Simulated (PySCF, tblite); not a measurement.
# C4H6FNSi: geometry, infrared bands and NMR shifts

Aim: predict the infrared bands and NMR shifts of C4H6FNSi (`C=C(C#N)C[SiH2]F`).

The runs use tblite 0.8.0 and PySCF 2.14.0, with density-fitted response routines of our own; the level of theory stands in each step. All values are computed, except where a source is named. Atoms count from 0, in the outputs and in this text.

## Step 1: Starting geometry

13 atoms, charge 0, multiplicity 1; geometry from: force field or distance geometry start.

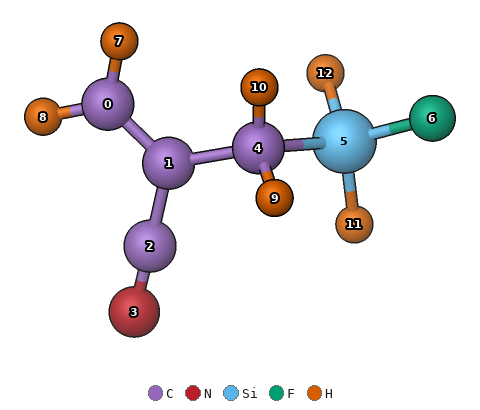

As it starts; carbon purple, nitrogen red, silicon blue, fluorine teal, hydrogen orange, atoms numbered; sticks join atoms by distance.

## Step 2: Geometry optimisation with GFN2-xTB

Job settings and geometry (Å):

```
{"job": {"kind": "relax", "xc": "GFN2-xTB", "basis": "xTB"}, "charge": 0, "multiplicity": 1}
C     -1.595800     1.043700    -0.752600
C     -0.957900     0.172500     0.021600
C     -1.594500    -1.054700     0.411200
N     -2.113900    -2.039300     0.703900
C      0.430300     0.455500     0.578700
Si     1.804300    -0.624700    -0.101300
F      3.191000    -0.103000     0.529700
H     -1.152300     1.997600    -1.039700
H     -2.602700     0.843800    -1.121300
H      0.406200     0.361200     1.668800
H      0.699300     1.499500     0.367700
H      1.600500    -2.046600     0.282900
H      1.881100    -0.504900    -1.567400
```

Command:

```console
> OMP_NUM_THREADS=1 python probes_run.py task.json out
```

One launch serves the whole session: the jobs run in the order shown.

The log of the run:

```text
step      E/eV     max force
  0    -571.41459    1.287
  1    -571.45284    1.107
  2    -571.46279    1.727
  3    -571.47751    0.700
  4    -571.48788    0.461
  5    -571.49489    0.191
  6    -571.50057    0.187
  7    -571.50292    0.171
  8    -571.50543    0.126
  9    -571.50678    0.103
 10    -571.50764    0.077
 11    -571.50827    0.068
 12    -571.50899    0.066
 13    -571.50960    0.071
 14    -571.51006    0.055
 15    -571.51046    0.069
 16    -571.51097    0.079
 17    -571.51150    0.079
 18    -571.51185    0.042
 19    -571.51202    0.036
 20    -571.51218    0.046
 21    -571.51241    0.069
 22    -571.51271    0.071
 23    -571.51296    0.041
 24    -571.51310    0.028
 25    -571.51318    0.032
 26    -571.51327    0.029
 27    -571.51335    0.025
 28    -571.51342    0.030
 29    -571.51348    0.030
 30    -571.51356    0.030
 31    -571.51367    0.038
 32    -571.51379    0.033
 33    -571.51390    0.033
 34    -571.51399    0.032
 35    -571.51407    0.023
 36    -571.51414    0.019
 37    -571.51417    0.015
 38    -571.51419    0.012
 39    -571.51421    0.012
 40    -571.51423    0.013
 41    -571.51426    0.012
 42    -571.51428    0.011
 43    -571.51429    0.012
 44    -571.51432    0.016
 45    -571.51435    0.020
 46    -571.51439    0.020
 47    -571.51442    0.013
 48    -571.51443    0.011
 49    -571.51444    0.008
```

Run time: 0.21 s. Hardware: 1 thread of Arm Neoverse V2, shared host.

Step by step: (not every step is listed)

| step | energy from step 0 (eV) | largest force (eV/Å) |
| --- | --- | --- |
| 0 | 0.0000 | 1.2871 |
| 1 | -0.0383 | 1.1067 |
| 2 | -0.0482 | 1.7273 |
| 3 | -0.0629 | 0.6997 |
| 4 | -0.0733 | 0.4608 |
| 5 | -0.0803 | 0.1911 |
| 6 | -0.0860 | 0.1868 |
| 7 | -0.0883 | 0.1712 |
| 8 | -0.0908 | 0.1255 |
| 11 | -0.0937 | 0.0684 |
| 14 | -0.0955 | 0.0546 |
| 17 | -0.0969 | 0.0787 |
| 20 | -0.0976 | 0.0456 |
| 23 | -0.0984 | 0.0413 |
| 26 | -0.0987 | 0.0291 |
| 29 | -0.0989 | 0.0305 |
| 32 | -0.0992 | 0.0332 |
| 35 | -0.0995 | 0.0232 |
| 38 | -0.0996 | 0.0118 |
| 41 | -0.0997 | 0.0121 |
| 44 | -0.0997 | 0.0156 |
| 45 | -0.0998 | 0.0204 |
| 46 | -0.0998 | 0.0202 |
| 47 | -0.0998 | 0.0134 |
| 48 | -0.0998 | 0.0109 |
| 49 | -0.0999 | 0.0084 |

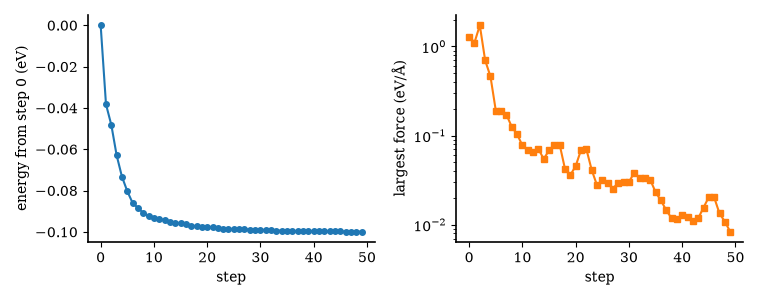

Energy and largest force along the relaxation.

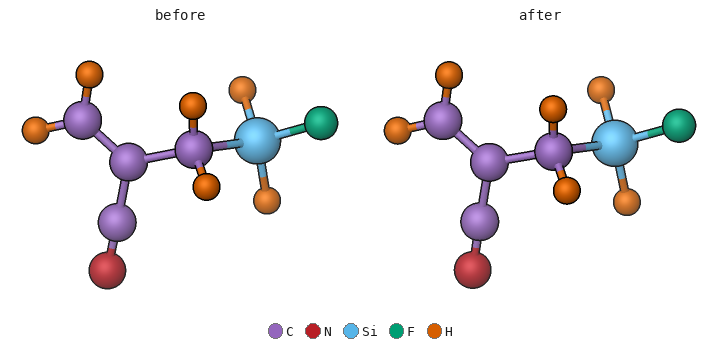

The geometry before (left) and after (right).

Distances of close pairs at the start and the end, largest changes first:

| bond | before (Å) | after (Å) | change (Å) |
| --- | --- | --- | --- |
| Si5–H11 | 1.487 | 1.451 | -0.036 |
| C4–Si5 | 1.875 | 1.909 | +0.034 |
| C1–C4 | 1.522 | 1.494 | -0.029 |
| C1–C2 | 1.436 | 1.417 | -0.020 |
| Si5–H12 | 1.473 | 1.455 | -0.018 |
| C0–H8 | 1.091 | 1.077 | -0.014 |
| C0–H7 | 1.090 | 1.077 | -0.013 |
| C4–H10 | 1.099 | 1.092 | -0.007 |

The next job starts from the end point, and lists it.

## Step 3: Vibrational analysis with GFN2-xTB

Job settings and geometry (Å):

```
{"job": {"kind": "ir", "xc": "GFN2-xTB", "basis": "xTB"}, "charge": 0, "multiplicity": 1}
C     -1.589988     1.040937    -0.781243
C     -0.944076     0.220992     0.047004
C     -1.537300    -1.010857     0.418370
N     -2.003292    -2.010544     0.731044
C      0.411480     0.478381     0.619036
Si     1.737723    -0.667583    -0.137728
F      3.134531    -0.163241     0.486303
H     -1.162376     1.983266    -1.080185
H     -2.560156     0.796665    -1.179239
H      0.387293     0.318116     1.700010
H      0.680040     1.522589     0.447538
H      1.588148    -2.048132     0.284065
H      1.853584    -0.460102    -1.572704
```

The log of the run:

```text
mode    cm-1     km/mol
  1      38.2      5.38
  2      48.3      3.75
  3     113.5      4.43
  4     156.8      7.09
  5     215.8      6.19
  6     295.3      7.78
  7     352.1      4.57
  8     473.1     59.22
  9     547.6     15.74
 10     562.2     31.51
 11     583.2      7.87
 12     697.9     10.52
 13     716.3    131.77
 14     744.3     35.78
 15     763.5    259.27
 16     791.9     67.35
 17     822.7    238.81
 18     842.1     55.31
 19     892.0     25.00
 20     965.2     12.80
 21    1094.0      2.99
 22    1208.6     69.43
 23    1273.8     23.20
 24    1398.9      2.83
 25    1449.5      4.86
 26    1663.9     24.37
 27    2340.6    283.09
 28    2372.5     26.82
 29    2378.1    277.89
 30    2961.9     21.44
 31    2981.4     21.51
 32    3105.7      7.16
 33    3135.8     22.03
```

Wall time 0.29 s (1 thread of Arm Neoverse V2, shared host).

Which atoms move in the most intense modes:

| cm⁻¹ | km/mol | atoms |
| --- | --- | --- |
| 473 | 59.2 | H11 36 %, H12 36 %, Si5 11 % |
| 716 | 131.8 | H12 42 %, H11 38 % |
| 764 | 259.3 | H12 41 %, H11 38 %, Si5 11 % |
| 792 | 67.3 | C4 29 %, H9 28 %, H10 18 % |
| 823 | 238.8 | F6 51 %, Si5 40 % |
| 1209 | 69.4 | H10 36 %, H9 30 %, C4 29 % |
| 2341 | 283.1 | H12 92 % |
| 2378 | 277.9 | C2 41 %, H11 29 %, N3 27 % |

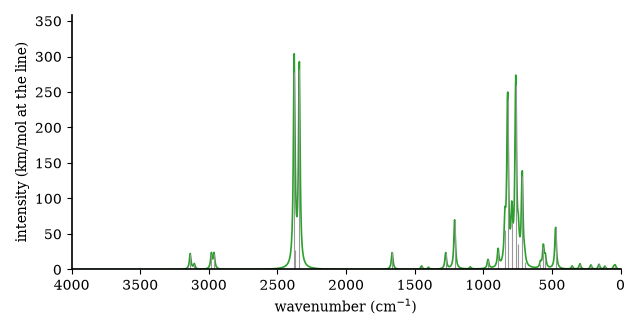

The infrared spectrum from these modes, unscaled. Lines are broadened to a width of 14 cm⁻¹ (Lorentzian).

## Step 4: NMR shieldings: PBE0/pcSseg-1

Same as in step 3 but for these lines:

```diff
@@ -1,2 +1,2 @@
-{"job": {"kind": "ir", "xc": "GFN2-xTB", "basis": "xTB"}, "charge": 0, "multiplicity": 1}
+{"job": {"kind": "nmr", "xc": "PBE0", "basis": "pcSseg-1"}, "charge": 0, "multiplicity": 1}
 C     -1.589988     1.040937    -0.781243
```

Method: GIAO PBE0/pcSseg-1 NMR shielding, non-relativistic, gas phase.

The log of the run:

```text
coarse grid: 11840 points
cycle   1  E = -599.4942935440  dE =  7.887e-01  |g| = 6.690e-01  |ddm| = 3.385e+00
cycle   2  E = -599.3202976988  dE =  1.740e-01  |g| = 1.186e+00  |ddm| = 1.519e+00
cycle   3  E = -599.5726572684  dE = -2.524e-01  |g| = 2.036e-01  |ddm| = 1.023e+00
cycle   4  E = -599.5809649643  dE = -8.308e-03  |g| = 6.859e-02  |ddm| = 1.828e-01
cycle   5  E = -599.5818683538  dE = -9.034e-04  |g| = 1.838e-02  |ddm| = 6.533e-02
cycle   6  E = -599.5819357665  dE = -6.741e-05  |g| = 4.004e-03  |ddm| = 1.778e-02
cycle   7  E = -599.5819393254  dE = -3.559e-06  |g| = 1.318e-03  |ddm| = 4.204e-03
final grid: 111592 points
cycle   8  E = -599.6270503650  dE = -2.731e-05  |g| = 5.985e-03  |ddm| = 2.463e-02
cycle   9  E = -599.6270457561  dE =  4.609e-06  |g| = 7.363e-03  |ddm| = 1.226e-02
cycle  10  E = -599.6270592272  dE = -1.347e-05  |g| = 1.380e-03  |ddm| = 6.900e-03
cycle  11  E = -599.6270596825  dE = -4.553e-07  |g| = 2.960e-04  |ddm| = 1.198e-03
cycle  12  E = -599.6270597000  dE = -1.753e-08  |g| = 1.560e-04  |ddm| = 3.727e-04
cycle  13  E = -599.6270597044  dE = -4.440e-09  |g| = 6.020e-05  |ddm| = 1.387e-04
cycle  14  E = -599.6270597053  dE = -8.215e-10  |g| = 7.819e-06  |ddm| = 5.439e-05
converged SCF energy = -599.6270597053

GIAO shielding tensors (ppm)
atom      isotropic    diamagn.    paramagn.     s11        s22        s33       span
  0 C       48.181     250.218    -202.037    -73.752     63.547    154.747    228.499
  1 C       64.032     261.329    -197.297    -51.355     83.518    159.932    211.287
  2 C       63.524     260.389    -196.864    -58.127    -46.311    295.012    353.140
  3 N      -51.485     340.900    -392.385   -194.557   -187.746    227.849    422.406
  4 C      158.001     251.226     -93.225    133.249    152.134    188.619     55.370
  5 Si     342.836     876.925    -534.089    313.636    320.889    393.984     80.348
  6 F      392.434     466.038     -73.604    366.612    383.068    427.622     61.011
  7 H       25.668      30.680      -5.012     21.810     25.139     30.055      8.246
  8 H       25.591      28.846      -3.255     21.536     24.938     30.298      8.762
  9 H       29.264      30.178      -0.913     25.770     28.181     33.842      8.072
 10 H       29.449      31.696      -2.247     25.670     28.598     34.079      8.409
 11 H       26.302      29.192      -2.890     22.610     25.896     30.400      7.790
 12 H       26.692      29.227      -2.534     23.492     25.806     30.780      7.288
```

Run time: 18 s. Hardware: 1 thread of Arm Neoverse V2, shared host; peak memory 0.71 GiB.

The references, computed at this level on geometries of the same kind, shield at (ppm): 1H TMS 31.72, 13C TMS 186.9, 29Si TMS 349.2, 19F CFCl3 170.9, 15N NH3 267.7. Their shielding less the atom's gives the shift. The references are single molecules in the gas phase, so shifts against H2O, NH3, PH3, H3PO4 or CFCl3 are not on the usual liquid scales and can be off by tens of ppm. Atoms listed in one row are averaged.

| atoms | environment | σ (ppm) | δ (ppm) | δ scaled to CDCl3 |
| --- | --- | --- | --- | --- |
| C0 | terminal =CH2 carbon | 48.2 | 138.7 | 133.5 |
| C2 | nitrile carbon | 63.5 | 123.4 | 118.5 |
| C1 | fully substituted alkene carbon | 64.0 | 122.9 | 118.0 |
| C4 | allylic sp3 CH2 bonded to Si | 158.0 | 28.9 | 26.3 |
| H8 | hydrogen on a terminal =CH2 carbon | 25.59 | 6.13 | 5.88 |
| H7 | hydrogen on a terminal =CH2 carbon | 25.67 | 6.05 | 5.81 |
| H11, H12 | hydrogen on a silicon bonded to C, F | 26.50 | 5.22 | – |
| H9, H10 | hydrogen on an allylic sp3 CH2 bonded to Si | 29.36 | 2.36 | 2.33 |
| N3 | nitrile nitrogen | -51.5 | 319.2 | – |
| Si5 | silicon bonded to C, F, 2 H | 342.8 | 6.3 | – |
| F6 | fluorine bonded to Si | 392.4 | -221.5 | – |

The scaled column applies a straight-line fit of computed shieldings to shifts measured in CDCl3, and one for carbons that bear F (root-mean-square error 0.16 ppm for H, 1.9 ppm for C).

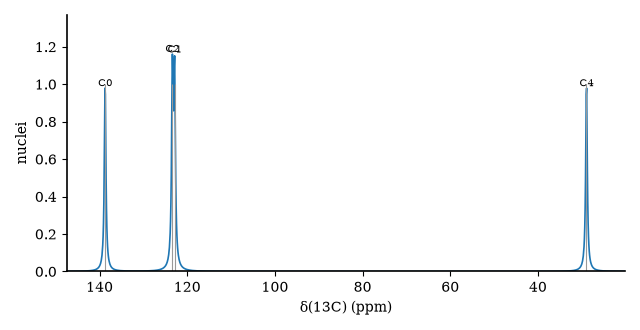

13C lines at the computed shifts, without couplings. Lines are broadened to a width of 0.44 ppm (Lorentzian).

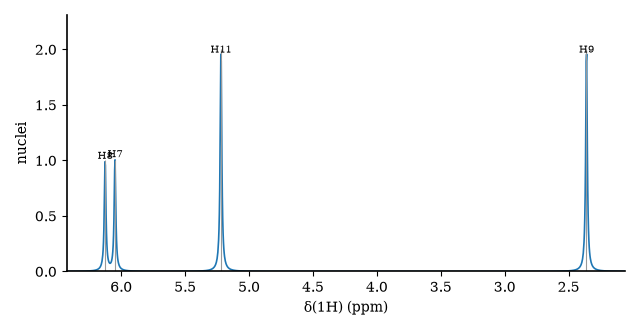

1H lines at the computed shifts, without couplings. Lines are broadened to a width of 0.02 ppm (Lorentzian).

Charges from the same density, by scheme (e):

| atoms | Mulliken | IAO | Hirshfeld | ESP fit |
| --- | --- | --- | --- | --- |
| C0 | 0.00 | -0.28 | -0.07 | -0.45 |
| C1 | -0.41 | -0.02 | 0.02 | 0.02 |
| C2 | 0.15 | 0.13 | 0.08 | 0.41 |
| N3 | -0.23 | -0.23 | -0.21 | -0.46 |
| C4 | -0.41 | -0.56 | -0.15 | -0.47 |
| Si5 | 0.95 | 1.11 | 0.44 | 0.70 |
| F6 | -0.43 | -0.54 | -0.21 | -0.32 |

IAO charges:

C0 -0.28; C1 -0.02; C2 0.13; N3 -0.23; C4 -0.56; Si5 1.11; F6 -0.54; H7 0.16; H8 0.17; H9 0.17; H10 0.17; H11 -0.13; H12 -0.14

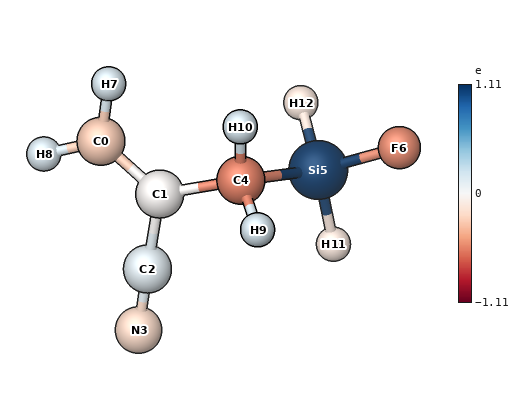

IAO charges, as colours on the atoms.

Mayer bond orders: C0–C1 1.91, C1–C2 1.01, C2–N3 3.02, C1–C4 1.01, C4–Si5 0.87, Si5–F6 0.91.

## Step 5: Outcome

| quantity | value |
| --- | --- |
| strongest single infrared mode (GFN2-xTB) | 2341 cm⁻¹, 283 km/mol |
| zero-point energy (GFN2-xTB) | 54.3 kcal/mol |
| 13C shifts against TMS (PBE0/pcSseg-1) | 138.7, 123.4, 122.9, 28.9 ppm |
| 1H shifts against TMS (PBE0/pcSseg-1, means over atoms taken as alike) | 6.13, 6.05, 5.22, 2.36 ppm |
| 15N shifts against NH3 (PBE0/pcSseg-1) | 319.2 ppm |
| 29Si shifts against TMS (PBE0/pcSseg-1) | 6.3 ppm |
| 19F shifts against CFCl3 (PBE0/pcSseg-1) | -221.5 ppm |

The optimisation took 49 steps and gained 0.100 eV; among the close pairs (by a distance rule), Si5–H11 changed most, from 1.487 to 1.451 Å. No mode is imaginary among the 33: a minimum at this level. The strongest single mode, at 2341 cm⁻¹, moves mainly H12. Unscaled tight-binding wavenumbers are off by several per cent, some by more. Its intensities can rank the bands wrongly. The most deshielded carbon is C0 (terminal =CH2 carbon), at 138.7 ppm: an sp2 carbon of a C=C bond. At PBE0/pcSseg-1: The widest tensor belongs to N3: span 422 ppm, with a paramagnetic part of -392 ppm.
